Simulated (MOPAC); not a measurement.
# PM6-D3 run of C4H8O2 (1,3-dioxane)

What is the vertical ionisation energy of C4H8O2 (1,3-dioxane) at PM6-D3? 

The results are computed with MOPAC 23.2.5.

5 further runs of the same task are left out: 5 set aside as unsound or not needed.

## Step 1: The structure to begin with

The species is C4H8O2 (14 atoms), meant as a singlet with charge 0. As SMILES, `C1COCOC1`. The shape was relaxed beforehand at PM6-D3. The six-membered ring is boat-like, not the chair, which as a rule lies lower.

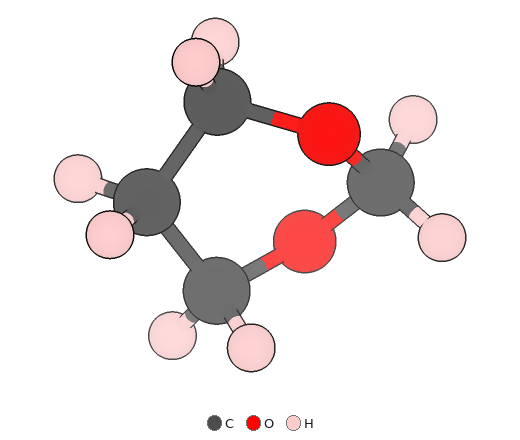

The structure, seen from a chosen angle (carbon dark grey, oxygen red, hydrogen pink).

## Step 2: Vibrational wavenumbers at PM6-D3

Input file run.mop:

```
PM6-D3 SINGLET THERMO(200,600,200) FORCE THREADS=1 AUX(PRECISION=6)
job C4H8O2

C      0.063015 +1     1.241753 +1     0.318925 +1
C     -0.659539 +1     0.686362 +1    -0.916142 +1
O     -0.018773 +1    -0.526598 +1    -1.365342 +1
C     -0.078486 +1    -1.599934 +1    -0.421760 +1
O     -0.063270 +1    -1.121861 +1     0.926172 +1
C      0.698255 +1     0.090460 +1     1.110747 +1
H     -0.652507 +1     1.801975 +1     0.948969 +1
H      0.844281 +1     1.965962 +1     0.022354 +1
H     -0.560155 +1     1.338720 +1    -1.801099 +1
H     -1.722513 +1     0.474103 +1    -0.707218 +1
H     -1.034855 +1    -2.142389 +1    -0.498937 +1
H      0.822673 +1    -2.195360 +1    -0.641331 +1
H      0.636057 +1     0.235328 +1     2.203340 +1
H      1.742269 +1    -0.091493 +1     0.801698 +1
```

Started as:

```sh
$ mopac run.mop
```

run.out:

```text
MOPAC v23.2.5
PM6-D3 CALCULATION RESULTS
[...]
           Empirical Formula: C4 H8 O2  =    14 atoms
      MOLECULAR POINT GROUP   :   C2
[...]
 DIPOLE           X         Y         Z       TOTAL
 POINT-CHG.    -0.867    -1.071    -0.598     1.502
 HYBRID         0.017     0.021     0.011     0.029
 SUM           -0.850    -1.051    -0.586     1.473
          GRADIENT NORM =   0.00800
[...]
         ENERGY IS NOT MEANINGFULL. ZERO POINT ENERGY PRINTED
[...]
 FREQUENCY           -74.65         C  1 -- C  2         +13.6% (-99.9%)      0.0%
[...]
 FREQUENCY           234.42         C  4 -- O  5         +11.0% (152.6%)      0.1%
[...]
 FREQUENCY          2690.58         C  4 -- H 11         +49.5% ( 69.4%)     96.2%
[...]
 FREQUENCY          2721.40         C  6 -- H 13         +32.7% ( 56.4%)     98.0%
[...]
 FREQUENCY          2722.58         C  2 -- H  9         +33.1% ( 56.8%)     98.1%
[...]
 FREQUENCY          2744.06         C  1 -- H  8         +49.2% ( 69.2%)     96.5%
[...]
   TEMP. (K)   PARTITION FUNCTION   H.O.F.    ENTHALPY  HEAT CAPACITY ENTROPY
                                   KCAL/MOL   CAL/MOLE    CAL/K/MOL  CAL/K/MOL
 298.00  VIB.     0.1004D+02                  1843.0538    14.8999    10.7688
         ROT.     0.5453D+05                   888.2803     2.9808    24.6544
         INT.     0.5476D+06                  2731.3341    17.8807    35.4232
         TRA.     0.7995D+27                  1480.4672     4.9680    39.3383
         TOT.                      -92.202    4211.8013    22.8487    74.7615
 200.00  VIB.     0.3846D+01                   732.3107     8.1494     6.3383
         ROT.     0.2998D+05                   596.1613     2.9808    23.4657
[...]
           FORCE CONSTANT IN CARTESIAN COORDINATES (Millidynes/A)
    ATOM   CHEMICAL       X               Y               Z
   NUMBER   SYMBOL  FORCE CONSTANT  FORCE CONSTANT  FORCE CONSTANT
      1       C        7.198431        7.145418        6.696229
      2       C        6.828031        6.603294        6.854434
      3       O        2.263896        6.330315        4.816208
      4       C        6.316243        6.854488        6.831983
      5       O        6.445210        1.886152        5.079057
      6       C        6.965752        6.604539        6.715468
      7       H        1.166453        3.040984        1.284580
      8       H        1.180606        0.656718        3.654692
      9       H        1.224652        1.244709        3.013542
     10       H        1.214652        1.593187        2.676451
[...]
 * JOB ENDED NORMALLY *
[...]
```

Run time: 0.16 s. Hardware: 1 thread of Arm Neoverse V1, shared host.

## Step 3: The doublet cation: a single-point energy at PM6-D3

Input file job.mop:

```
PM6-D3 1SCF CHARGE=1 DOUBLET DISP AUX(PRECISION=9) THREADS=1
C4H8O2

C      0.063015 1     1.241753 1     0.318925 1
C     -0.659539 1     0.686362 1    -0.916142 1
O     -0.018773 1    -0.526598 1    -1.365342 1
C     -0.078486 1    -1.599934 1    -0.421760 1
O     -0.063270 1    -1.121861 1     0.926172 1
C      0.698255 1     0.090460 1     1.110747 1
H     -0.652507 1     1.801975 1     0.948969 1
H      0.844281 1     1.965962 1     0.022354 1
H     -0.560155 1     1.338720 1    -1.801099 1
H     -1.722513 1     0.474103 1    -0.707218 1
H     -1.034855 1    -2.142389 1    -0.498937 1
H      0.822673 1    -2.195360 1    -0.641331 1
H      0.636057 1     0.235328 1     2.203340 1
H      1.742269 1    -0.091493 1     0.801698 1
```

Started as:

```sh
$ mopac job.mop
```

job.out (excerpt; [...] marks lines left out):

```text
MOPAC v23.2.5
PM6-D3 CALCULATION RESULTS
[...]
           Empirical Formula: C4 H8 O2  =    14 atoms
      MOLECULAR POINT GROUP   :   C2
[...]
     SCF FIELD WAS ACHIEVED
[...]
                              SUM =        127.60715 KCAL/MOL = FINAL HEAT OF FORMATION
          TOTAL ENERGY            =      -1172.25509 EV
          ELECTRONIC ENERGY       =      -4652.84652 EV
          CORE-CORE REPULSION     =       3480.59143 EV
          COSMO AREA              =        121.22 SQUARE ANGSTROMS
          COSMO VOLUME            =        110.66 CUBIC ANGSTROMS
          IONIZATION POTENTIAL    =         15.483854 EV
          ALPHA SOMO LUMO (EV)    =        -16.841 -5.003
          BETA  SOMO LUMO (EV)    =        -15.484 -9.153
          NO. OF ALPHA ELECTRONS  =         18
          NO. OF BETA  ELECTRONS  =         17
          MOLECULAR WEIGHT        =         88.1060         POINT GROUP:  C2
[...]
                             CARTESIAN COORDINATES
   1    C        0.063015000     1.241753000     0.318925000
[...]
              NET ATOMIC CHARGES AND DIPOLE CONTRIBUTIONS
  ATOM NO.   TYPE          CHARGE      No. of ELECS.   s-Pop       p-Pop
    1          C          -0.327578        4.3276     1.11234     3.21524
    2          C          -0.075837        4.0758     1.12544     2.95040
    3          O          -0.127143        6.1271     1.87531     4.25183
    4          C           0.058236        3.9418     1.15350     2.78826
    5          O          -0.127673        6.1277     1.87528     4.25240
    6          C          -0.075885        4.0759     1.12544     2.95045
    7          H           0.199413        0.8006     0.80059
    8          H           0.199374        0.8006     0.80063
    9          H           0.205563        0.7944     0.79444
   10          H           0.184225        0.8158     0.81577
   11          H           0.248778        0.7512     0.75122
   12          H           0.248788        0.7512     0.75121
[...]
 DIPOLE           X         Y         Z       TOTAL
 POINT-CHG.    -0.011    -0.269    -0.072     0.279
 HYBRID        -0.008    -0.163    -0.043     0.168
 SUM           -0.019    -0.432    -0.115     0.447
[...]
                    (S**2)  =    0.766442
[...]
 * JOB ENDED NORMALLY *
[...]
```

It took 0.04 s on 1 thread of Arm Neoverse V1, shared host.

## Step 4: Summary of results

At PM6-D3:

```
                                          quantity                 value
                  run 2, PM6-D3: heat of formation        -92.2 kcal/mol
         run 2, PM6-D3: lowest harmonic wavenumber  75i cm⁻¹ (imaginary)
        run 2, PM6-D3: highest harmonic wavenumber             2744 cm⁻¹
                      doublet cation: total energy          -43.07958 Eh
        doublet cation: HOMO energy (over α and β)             -15.48 eV
        doublet cation: LUMO energy (over α and β)              -9.15 eV
                 doublet cation: dispersion energy         -12.41 kJ/mol
                 doublet cation: heat of formation        127.6 kcal/mol
                              doublet cation: ⟨S²⟩                 0.766
vertical ionisation energy (to the doublet cation)              9.532 eV
```

The vertical ionisation energy comes to 9.53 eV (220 kcal/mol). 1 mode is imaginary (lowest 75i cm⁻¹): a first-order saddle point.
